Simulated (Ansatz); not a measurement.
Geometry relaxation, with input and output: CuSi₁₆ (charge +1) (part 3 of 3)

CuSi₁₆ (defect cell, 17 atoms in the cell, total charge +1); DFT PBE, scalar-relativistic, plane waves, PAW, PAW set soft_1, no spin polarisation (Ansatz 0.2.0); cutoff 420 eV, 2×2×2 k-mesh, Gaussian smearing of 0.02 eV. It belongs to a series of runs on one base structure; here: end point A relaxed.

Geometry of the input (Å; fractional positions):
```
0.0000  5.4300  5.4300
5.4300  0.0000  5.4300
5.4300  5.4300  0.0000
Si 0.0000  0.0000  0.0000
Si 0.1250  0.1250  0.1250
Si -0.0000  0.0000  0.5000
Si 0.1250  0.1250  0.6250
Si -0.0000  0.5000  0.0000
Si 0.1250  0.6250  0.1250
Si -0.0000  0.5000  0.5000
Si 0.1250  0.6250  0.6250
Si 0.5000  -0.0000  0.0000
Si 0.6250  0.1250  0.1250
Si 0.5000  0.0000  0.5000
Si 0.6250  0.1250  0.6250
Si 0.5000  0.5000  0.0000
Si 0.6250  0.6250  0.1250
Si 0.5000  0.5000  0.5000
Si 0.6250  0.6250  0.6250
Cu 0.8138  0.8187  0.5503
```

### Trajectory as extended XYZ, continued
```
17
Lattice="0.0000 5.4300 5.4300 5.4300 0.0000 5.4300 5.4300 5.4300 0.0000" Properties=species:S:1:pos:R:3:forces:R:3 step=8 energy=-16802.51862
Si    0.1395    0.1136   -0.1395    0.0103   0.0189  -0.0070
Si    1.3912    1.4091    1.3641   -0.0079  -0.0140   0.0025
Si    2.7948    2.7599    0.0881    0.0177   0.0081  -0.0210
Si    4.2038    4.2368    1.2256   -0.0248   0.0150   0.0117
Si    2.6687    0.0309    2.7615    0.0120   0.0078  -0.0051
Si    4.0670    1.4098    4.0388   -0.0059  -0.0113   0.0002
Si    5.3418    2.7627    2.6347    0.0264  -0.0093  -0.0041
Si    6.7463    4.1327    4.1133   -0.0094   0.0094   0.0138
Si    0.0018    2.6633    2.7544    0.0081   0.0029   0.0056
Si    1.4116    4.0428    4.0196   -0.0140  -0.0022   0.0082
Si    2.7679    5.3649    2.6641    0.0226   0.0154  -0.0269
Si    4.1553    6.7401    4.1538    0.0016   0.0002   0.0124
Si    2.6758    2.6627    5.4287    0.0038   0.0056  -0.0055
Si    3.9424    3.9644    6.9182   -0.0051  -0.0086   0.0006
Si    5.3106    5.2659    5.5506    0.0237  -0.0061  -0.0141
Si    6.7069    6.7415    6.7068   -0.0190  -0.0117  -0.0081
Cu    7.4088    7.4061    8.8820   -0.0403  -0.0203   0.0367
17
Lattice="0.0000 5.4300 5.4300 5.4300 0.0000 5.4300 5.4300 5.4300 0.0000" Properties=species:S:1:pos:R:3:forces:R:3 step=9 energy=-16802.52264
Si    0.1426    0.1144   -0.1441   -0.0095   0.0587   0.0040
Si    1.3882    1.4114    1.3591    0.0591  -0.0212   0.0296
Si    2.8083    2.7617    0.0934   -0.0449   0.0721  -0.0339
Si    4.2046    4.2533    1.2304   -0.0214  -0.0372  -0.0062
Si    2.6753    0.0368    2.7538    0.0021   0.0068   0.0152
Si    4.0691    1.4133    4.0418   -0.0181  -0.0231  -0.0722
Si    5.3411    2.7606    2.6205    0.0302   0.0472   0.0914
Si    6.7617    4.1261    4.1028   -0.0033  -0.0208  -0.0138
Si    0.0036    2.6668    2.7494   -0.0328   0.0372   0.0500
Si    1.4126    4.0461    4.0196    0.0060  -0.0629  -0.0211
Si    2.7645    5.3718    2.6632    0.0427   0.0341  -0.0250
Si    4.1575    6.7503    4.1622    0.0052  -0.0598  -0.0877
Si    2.6787    2.6655    5.4299   -0.0262   0.0430   0.0164
Si    3.9498    3.9759    6.9106    0.0264  -0.0528  -0.0302
Si    5.3238    5.2586    5.5314   -0.0069   0.0360   0.0285
Si    6.6980    6.7461    6.7025    0.0671  -0.0679  -0.0099
Cu    7.3546    7.3486    8.9384   -0.0758   0.0104   0.0649
17
Lattice="0.0000 5.4300 5.4300 5.4300 0.0000 5.4300 5.4300 5.4300 0.0000" Properties=species:S:1:pos:R:3:forces:R:3 step=10 energy=-16802.52838
Si    0.1461    0.1186   -0.1486   -0.0158   0.0747   0.0054
Si    1.3907    1.4141    1.3581    0.0944  -0.0214   0.0447
Si    2.8170    2.7666    0.0953   -0.0742   0.1118  -0.0411
Si    4.2088    4.2642    1.2312   -0.0250  -0.0676  -0.0079
Si    2.6821    0.0356    2.7456   -0.0030   0.0052   0.0250
Si    4.0683    1.4160    4.0397   -0.0258  -0.0261  -0.1116
Si    5.3424    2.7621    2.6121    0.0305   0.0804   0.1363
Si    6.7725    4.1220    4.0952    0.0034  -0.0779  -0.0264
Si    0.0042    2.6712    2.7445   -0.0528   0.0546   0.0667
Si    1.4147    4.0482    4.0179    0.0120  -0.0961  -0.0332
Si    2.7644    5.3764    2.6602    0.0542   0.0584  -0.0311
Si    4.1565    6.7582    4.1627   -0.0283  -0.0897  -0.1469
Si    2.6821    2.6697    5.4301   -0.0351   0.0628   0.0279
Si    3.9614    3.9860    6.8987    0.0363  -0.0815  -0.0393
Si    5.3349    5.2614    5.5161   -0.0137   0.0709   0.0408
Si    6.6975    6.7506    6.7015    0.1204  -0.0999   0.0252
Cu    7.2906    7.2864    9.0046   -0.0772   0.0415   0.0652
17
Lattice="0.0000 5.4300 5.4300 5.4300 0.0000 5.4300 5.4300 5.4300 0.0000" Properties=species:S:1:pos:R:3:forces:R:3 step=12 energy=-16802.54822
Si    0.1330    0.1351   -0.1345    0.0330  -0.0474  -0.0368
Si    1.4332    1.4192    1.3782   -0.1010  -0.0391  -0.0505
Si    2.8051    2.7976    0.0602    0.0433  -0.0109   0.1872
Si    4.2101    4.2408    1.2387    0.1146   0.0824  -0.0583
Si    2.7038   -0.0229    2.7188    0.0000   0.0468  -0.0580
Si    4.0459    1.4065    4.0008    0.0566  -0.0267   0.1385
Si    5.3698    2.7799    2.6397   -0.1844   0.0259  -0.1330
Si    6.7702    4.1125    4.0948   -0.0128   0.1664   0.0531
Si   -0.0007    2.6832    2.7311    0.0938  -0.0212  -0.0736
Si    1.4101    4.0479    4.0124   -0.0584   0.1137   0.1053
Si    2.7727    5.3888    2.6519    0.0014  -0.2156  -0.0488
Si    4.1155    6.7682    4.1080    0.1207   0.0166   0.0797
Si    2.6960    2.6864    5.4206    0.0076  -0.0239  -0.0757
Si    4.0252    3.9998    6.8311   -0.0007   0.0719   0.0267
Si    5.3680    5.3524    5.4905   -0.0313  -0.0694  -0.0113
Si    6.7547    6.7678    6.7432   -0.0371   0.0186  -0.1004
Cu    7.1216    7.1441    9.1795   -0.0454  -0.0880   0.0559
17
Lattice="0.0000 5.4300 5.4300 5.4300 0.0000 5.4300 5.4300 5.4300 0.0000" Properties=species:S:1:pos:R:3:forces:R:3 step=13 energy=-16802.55977
Si    0.1442    0.1369   -0.1500   -0.0290  -0.0042  -0.0053
Si    1.4240    1.4166    1.3717    0.0243   0.0245   0.0130
Si    2.8109    2.7988    0.0760   -0.0080  -0.0037  -0.0410
Si    4.2286    4.2547    1.2260   -0.0062  -0.0265   0.0514
Si    2.7015   -0.0093    2.7181   -0.0216  -0.0118   0.0023
Si    4.0492    1.4098    4.0101    0.0038   0.0287  -0.0054
Si    5.3604    2.7810    2.6294    0.0237  -0.0214  -0.0259
Si    6.7735    4.1175    4.0969    0.0213  -0.0084   0.0230
Si    0.0032    2.6857    2.7244   -0.0266  -0.0173  -0.0047
Si    1.4110    4.0462    4.0162    0.0412  -0.0090  -0.0203
Si    2.7753    5.3725    2.6457   -0.0408   0.0370  -0.0057
Si    4.1185    6.7707    4.1092    0.0155   0.0143   0.0437
Si    2.6970    2.6876    5.4239   -0.0134  -0.0165   0.0078
Si    4.0210    4.0090    6.8373    0.0092   0.0117   0.0142
Si    5.3628    5.3462    5.4870   -0.0092  -0.0042  -0.0392
Si    6.7516    6.7621    6.7392   -0.0087   0.0073   0.0120
Cu    7.1014    7.1215    9.2040    0.0243  -0.0006  -0.0198
17
Lattice="0.0000 5.4300 5.4300 5.4300 0.0000 5.4300 5.4300 5.4300 0.0000" Properties=species:S:1:pos:R:3:forces:R:3 step=14 energy=-16802.55622 accepted=F
Si    0.1319    0.1355   -0.1452    0.0355   0.0206   0.0242
Si    1.4395    1.4383    1.3528   -0.0230  -0.0374  -0.0445
Si    2.8417    2.8348    0.0846    0.0570   0.0863   0.0928
Si    4.2595    4.2720    1.2925   -0.0889  -0.0960  -0.1310
Si    2.6904   -0.0104    2.6955    0.0235   0.0529   0.0531
Si    4.0392    1.3959    4.0137   -0.0521  -0.0528  -0.0476
Si    5.3694    2.7414    2.6345    0.0536   0.0570   0.0618
Si    6.7964    4.1117    4.1018   -0.0080  -0.0339  -0.0521
Si   -0.0044    2.6860    2.7010    0.0301   0.0442   0.0440
Si    1.3956    4.0412    4.0183   -0.0452  -0.0531  -0.0315
Si    2.7452    5.3797    2.6526    0.0581   0.0271   0.0068
Si    4.1250    6.7950    4.1177   -0.0647  -0.0222  -0.0766
Si    2.6774    2.6747    5.4140    0.0569   0.0721   0.0621
Si    4.0113    4.0064    6.8212   -0.0309  -0.0618  -0.0615
Si    5.3476    5.3315    5.4524    0.0483   0.0653   0.1294
Si    6.7417    6.7428    6.7288   -0.0479  -0.0797  -0.0543
Cu    7.1267    7.1308    9.2287   -0.0023   0.0114   0.0251
17
Lattice="0.0000 5.4300 5.4300 5.4300 0.0000 5.4300 5.4300 5.4300 0.0000" Properties=species:S:1:pos:R:3:forces:R:3 step=16 energy=-16802.56230
Si    0.1310    0.1304   -0.1544    0.0145   0.0044   0.0080
Si    1.4276    1.4260    1.3543   -0.0118  -0.0102  -0.0106
Si    2.8270    2.8226    0.0842    0.0046   0.0177   0.0272
Si    4.2511    4.2539    1.2662   -0.0062  -0.0034  -0.0303
Si    2.6877   -0.0057    2.7066    0.0100   0.0075   0.0086
Si    4.0404    1.4033    4.0104   -0.0037  -0.0110  -0.0074
Si    5.3751    2.7573    2.6385   -0.0053   0.0181   0.0162
Si    6.7893    4.1150    4.1083   -0.0144   0.0049  -0.0098
Si   -0.0032    2.6846    2.7091    0.0096   0.0104   0.0076
Si    1.4054    4.0402    4.0107   -0.0186  -0.0025  -0.0013
Si    2.7590    5.3783    2.6427    0.0183  -0.0119  -0.0010
Si    4.1195    6.7862    4.1137   -0.0004  -0.0126  -0.0229
Si    2.6876    2.6859    5.4199    0.0084   0.0091   0.0104
Si    4.0135    4.0100    6.8327   -0.0045  -0.0057  -0.0162
Si    5.3498    5.3431    5.4708    0.0093   0.0080   0.0264
Si    6.7489    6.7501    6.7312   -0.0059  -0.0185  -0.0160
Cu    7.1246    7.1260    9.2199   -0.0039  -0.0045   0.0112
17
Lattice="0.0000 5.4300 5.4300 5.4300 0.0000 5.4300 5.4300 5.4300 0.0000" Properties=species:S:1:pos:R:3:forces:R:3 step=17 energy=-16802.56264
Si    0.1342    0.1320   -0.1540   -0.0010   0.0038  -0.0009
Si    1.4266    1.4244    1.3580    0.0005  -0.0040  -0.0021
Si    2.8232    2.8182    0.0823   -0.0052   0.0095   0.0069
Si    4.2475    4.2528    1.2568    0.0039  -0.0061  -0.0058
Si    2.6900   -0.0057    2.7101   -0.0021   0.0057  -0.0006
Si    4.0425    1.4054    4.0105    0.0020  -0.0040   0.0001
Si    5.3731    2.7627    2.6371   -0.0053   0.0077   0.0032
Si    6.7854    4.1159    4.1069    0.0025  -0.0018   0.0015
Si   -0.0026    2.6856    2.7118    0.0000   0.0028   0.0006
Si    1.4070    4.0411    4.0113   -0.0006  -0.0037   0.0018
Si    2.7633    5.3763    2.6423   -0.0018  -0.0014  -0.0037
Si    4.1195    6.7827    4.1120    0.0015  -0.0040  -0.0048
Si    2.6889    2.6861    5.4214   -0.0007   0.0054   0.0009
Si    4.0139    4.0104    6.8337    0.0022  -0.0049  -0.0012
Si    5.3516    5.3443    5.4748   -0.0038   0.0065   0.0040
Si    6.7495    6.7513    6.7332    0.0042  -0.0078  -0.0036
Cu    7.1205    7.1240    9.2167    0.0037  -0.0037   0.0036
```

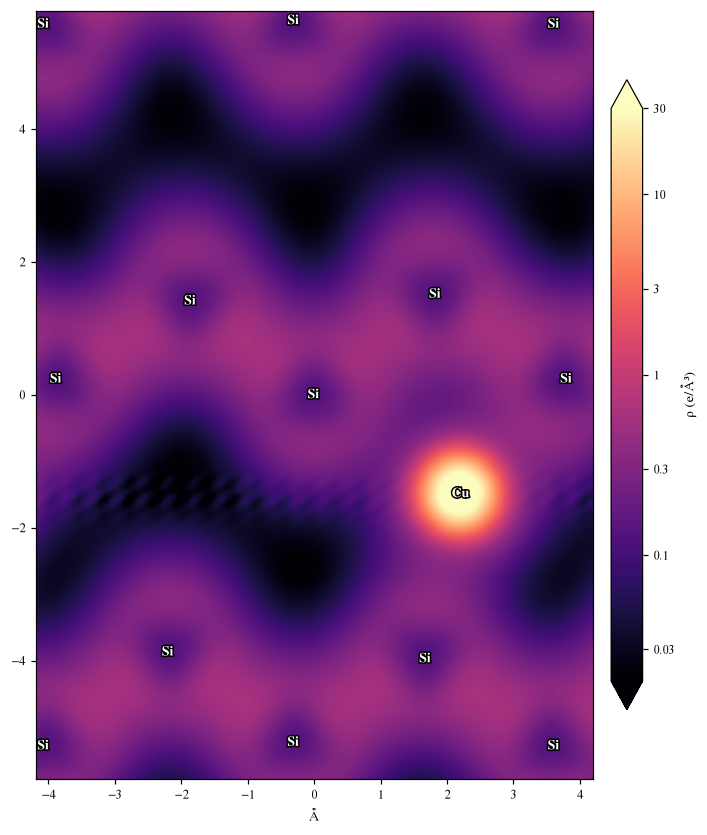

*Valence electron density on the (11̄0) plane of the calculation cell.*

Atoms in the plane: Si and Cu. Si–Si (2.33 Å): ρ at the midpoint is about 0.59 e/Å³, a local maximum along the line. Cu–Si (2.35 Å): ρ at the midpoint is about 0.41 e/Å³. Si–Si (2.37 Å): ρ is about 0.55 e/Å³ halfway, a local maximum along the line. Cu–Si (2.54 Å): ρ at the midpoint is about 0.33 e/Å³. Cu–Si (2.66 Å): ρ is about 0.23 e/Å³ halfway. Away from the nuclei the density in this plane falls to 0.006 e/Å³ at its lowest. In a PAW calculation such maps are meaningful between the atoms, not at the nuclei.

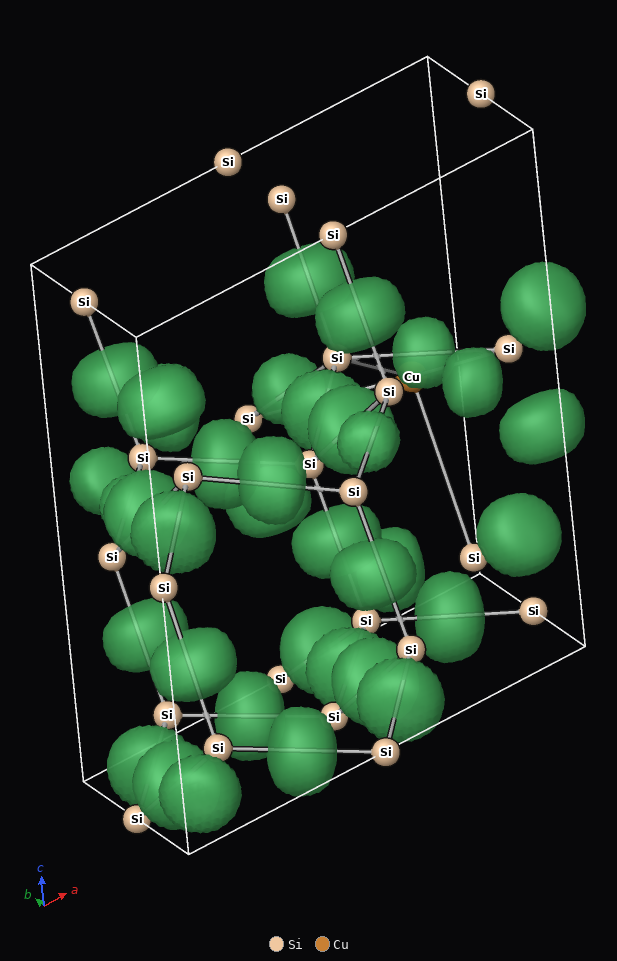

*Isosurface of the ELF at 0.85 (green), seen slightly off an axis. Core shells and regions of very low density are left out. Sticks mark near contacts. The outline is the calculation cell.*

Cu–Si (2.35 Å): the ELF is about 0.40 at the midpoint.

### Results in brief

| quantity | value |
| --- | --- |
| outcome | converged |
| electrons treated | 82 |
| free energy | −16802.5626 eV |
| Fermi energy | 7.122 eV |
| final volume | 320.21 Å³ |
| largest force (length of the vector) at the end | 0.013 eV/Å |
| wall time | 1.7 min |
| peak memory | 0.59 GiB |

### Remarks

The cell is charged and computed with a neutralising background, so its energy and pressure depend on the cell and aren't those of a real crystal. The k-point mesh is coarse for a cell of this size, so the results may not be converged.
